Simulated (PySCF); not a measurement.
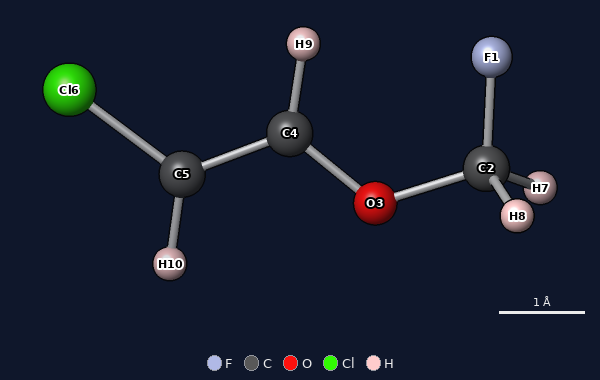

**Figure 1.** The input geometry (ball-and-stick view, seen at a tilt; atoms are numbered from 1 in the order of the input). Bond lengths as drawn: C–C 1.38 Å, C–Cl 1.66 Å, C–F 1.34 Å, C–H 1.09 to 1.10 Å and C–O 1.30 to 1.40 Å.

# Run report: C3H4ClFO (charge +1), EPR calculation

C3H4ClFO, charge +1, multiplicity 2, SMILES FCO[CH+][CH]Cl, computed with UKS B3LYP, pcH-1 on C Cl F H O, non-relativistic, mean-field spin-orbit, GIAO (PySCF 2.14.0).

It belongs to a series of runs on one base structure; here: electron removed.

The program's output
```
UKS, coarse grid
  cycle   1  E = -751.56884074  |g| = 4.93e-01
  cycle   2  E = -751.43727999  |g| = 7.85e-01
  cycle   3  E = -751.64831550  |g| = 1.03e-01
  cycle   4  E = -751.65111009  |g| = 6.24e-02
  cycle   5  E = -751.65247748  |g| = 1.38e-02
  cycle   6  E = -751.65253664  |g| = 4.81e-03
  cycle   7  E = -751.65254547  |g| = 2.14e-03
  cycle   8  E = -751.65254882  |g| = 1.05e-03
  cycle   9  E = -751.65254923  |g| = 3.00e-04
UKS, final grid
  cycle   1  E = -751.65253609  |g| = 3.87e-04
  cycle   2  E = -751.65253600  |g| = 5.80e-04
  cycle   3  E = -751.65253616  |g| = 1.06e-04
  cycle   4  E = -751.65253616  |g| = 2.27e-05
E = -751.65253616 Eh   <S^2> = 0.7533 (exact 0.7500)
g shifts (ppm)      1          2          3
  rmc          -242       -242       -242
  gc             -8         47         55
  oz_so        -268      10143      17610
  total        -518       9947      17423
hyperfine (MHz)  atom isotope    a_iso     a_fc   dipolar eigenvalues
    0   19F      -0.36      -0.55    -12.02     -7.85     19.87
    1   13C     -12.01     -12.01     -2.35      0.61      1.74
    2   17O     -26.71     -26.72    -81.68     40.03     41.65
    3   13C      -6.97      -6.89    -17.83    -14.08     31.90
    4   13C      30.00      29.34    -38.35    -36.32     74.67
    5  35Cl      11.30      10.12    -47.90    -43.06     90.96
    6    1H      53.75      53.74     -3.11     -1.90      5.01
    7    1H      53.31      53.30     -3.10     -1.91      5.02
    8    1H     -14.79     -14.80     -7.76     -4.67     12.43
    9    1H     -30.83     -30.95    -15.47     -4.54     20.00
```

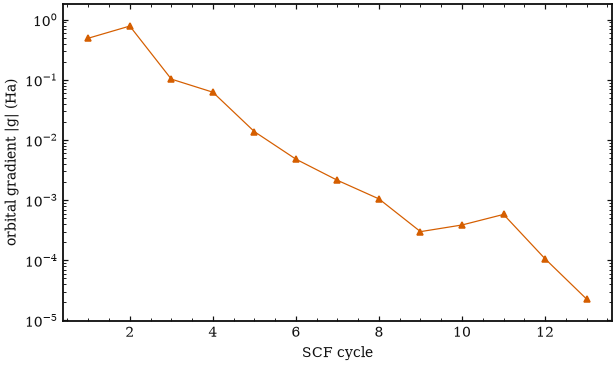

**Figure 2.** Convergence of the self-consistent field: orbital gradient |g| against the SCF cycle. All cycles printed in the log are drawn one after another.

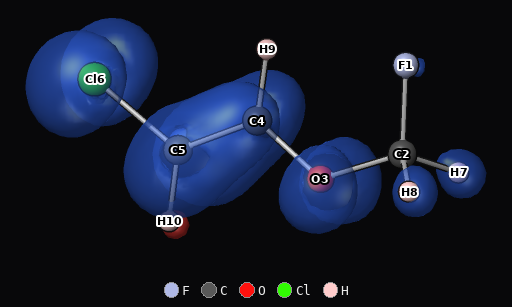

**Figure 3.** Isosurfaces of the spin density (α minus β) at +0.02 (blue) and −0.02 e/Å³ (red), seen at a tilt. The unpaired spin (1 electron) lies mostly on C5 (about 0.3), Cl6 (about 0.2), O3 (about 0.2) and C4 (about 0.2), in electrons by Hirshfeld's partition.

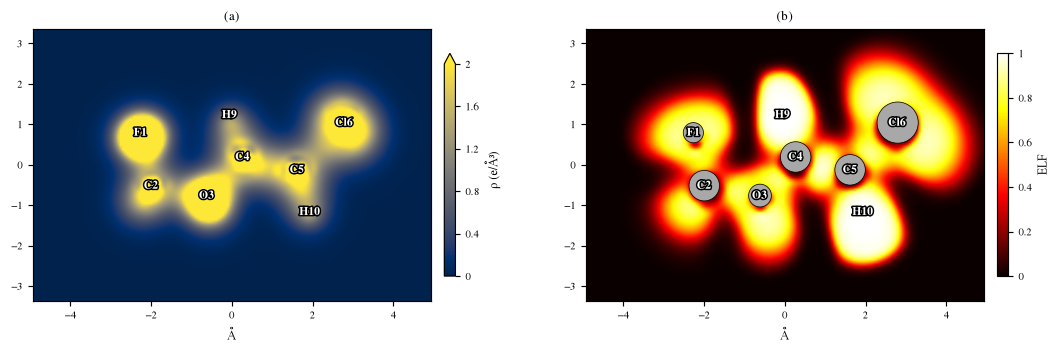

**Figure 4.** (a) electron density; (b) ELF on the plane of atoms O3, C4 and C5. Grey discs, where drawn, cover atomic cores. Atoms in the plane: F, C, O, Cl and H. C–F (1.34 Å): ρ at the midpoint is about 2.5 e/Å³; the ELF peaks at about 0.85 between the atoms, which marks a polar covalent bond. C–C (1.38 Å): ρ at the midpoint is about 1.8 e/Å³; the ELF peaks at about 0.95 between the atoms, which marks a covalent bond. C–H (1.09 Å): ρ is about 1.9 e/Å³ halfway, with its minimum of 1.5 e/Å³ about 0.9 Å from C; the ELF climbs to about 1 towards the hydrogen, as it does in any bond to H (a covalent bond by its length).

This output came from the following input.

The input
```
{"job": {"kind": "epr", "basis": "pcH-1"}, "charge": 1, "multiplicity": 2}
F      1.934442     0.788418     0.757457
C      1.672739    -0.396627     0.194531
O      0.298916    -0.586540     0.003099
C     -0.586150     0.305593     0.336601
C     -1.927800     0.048146     0.115242
Cl    -3.107314     1.143612     0.513618
H      2.173305    -0.449413    -0.788421
H      2.049038    -1.200320     0.851613
H     -0.264207     1.245181     0.786861
H     -2.234087    -0.893395    -0.331564
```

The first line tells a small driver script what to run in PySCF; the rest is the geometry in Å.

Launch command:
```bash
OMP_NUM_THREADS=1 python <driver script> task.json out
```

Results in brief

```tsv
quantity	value
outcome	converged
total energy	−751.652536 hartree
⟨S²⟩	0.753
isotropic g	2.0113
hardware	1 CPU thread, shared host
wall time	37 s
peak memory	0.59 GiB
```
